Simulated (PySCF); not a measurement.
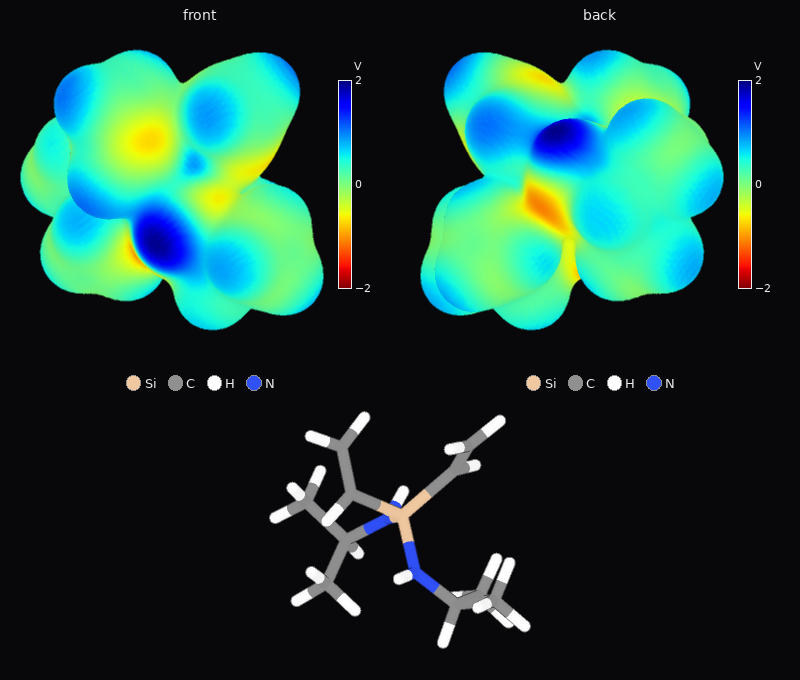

*C₁₀H₂₂N₂Si (Si(vinyl)2(NHiPr)2). The molecular electrostatic potential painted on the density surface at 0.004 e/bohr³, seen from the front and from behind; red is negative and blue positive. The bare structure is drawn below in the same view.*

Geometry: PBE0-D3(BJ)/def2-SVP.

Theory: PySCF 2.14.0, CAM-B3LYP/def2-SVPD, SCF density, gas phase.

```yaml
atoms:
  - { symbol: Si, position_ang: [0.4780, -0.0371, 0.3424] }
  - { symbol: C, position_ang: [0.4551, -0.3418, 2.1988] }
  - { symbol: C, position_ang: [1.2553, 0.2742, 3.0775] }
  - { symbol: H, position_ang: [-0.2878, -1.0454, 2.6037] }
  - { symbol: H, position_ang: [2.0166, 0.9931, 2.7525] }
  - { symbol: H, position_ang: [1.1911, 0.0955, 4.1571] }
  - { symbol: C, position_ang: [2.2401, 0.2366, -0.2571] }
  - { symbol: C, position_ang: [3.3345, -0.2732, 0.3207] }
  - { symbol: H, position_ang: [2.3890, 0.8273, -1.1736] }
  - { symbol: H, position_ang: [3.2740, -0.8766, 1.2338] }
  - { symbol: H, position_ang: [4.3399, -0.1151, -0.0867] }
  - { symbol: N, position_ang: [-0.3144, 1.4136, -0.1840] }
  - { symbol: C, position_ang: [-1.6164, 1.9512, 0.1714] }
  - { symbol: C, position_ang: [-1.5002, 3.0403, 1.2352] }
  - { symbol: C, position_ang: [-2.5723, 0.8546, 0.6179] }
  - { symbol: H, position_ang: [0.3189, 2.1347, -0.5141] }
  - { symbol: H, position_ang: [-2.0564, 2.4131, -0.7354] }
  - { symbol: H, position_ang: [-1.0868, 2.6177, 2.1649] }
  - { symbol: H, position_ang: [-2.4794, 3.4928, 1.4600] }
  - { symbol: H, position_ang: [-0.8264, 3.8461, 0.9026] }
  - { symbol: H, position_ang: [-2.2346, 0.3997, 1.5632] }
  - { symbol: H, position_ang: [-3.5753, 1.2723, 0.7904] }
  - { symbol: H, position_ang: [-2.6428, 0.0536, -0.1304] }
  - { symbol: N, position_ang: [-0.2993, -1.4655, -0.2681] }
  - { symbol: C, position_ang: [-0.3887, -1.9645, -1.6300] }
  - { symbol: C, position_ang: [0.7230, -2.9658, -1.9386] }
  - { symbol: C, position_ang: [-0.3984, -0.8306, -2.6446] }
  - { symbol: H, position_ang: [-0.3790, -2.2129, 0.4142] }
  - { symbol: H, position_ang: [-1.3556, -2.4959, -1.7334] }
  - { symbol: H, position_ang: [1.7067, -2.4747, -1.8688] }
  - { symbol: H, position_ang: [0.6147, -3.3933, -2.9484] }
  - { symbol: H, position_ang: [0.7127, -3.7990, -1.2179] }
  - { symbol: H, position_ang: [0.5627, -0.2915, -2.6466] }
  - { symbol: H, position_ang: [-0.5562, -1.2305, -3.6572] }
  - { symbol: H, position_ang: [-1.1875, -0.0996, -2.4223] }
```

Q: Where is the surface potential most negative and most positive?

A: The most negative region (about −1.0 V) lies over N12 and N24, the most positive (about +1.9 V) over H16 and H28.

Q: How polar is the molecule by this calculation?

A: Its dipole moment is zero.
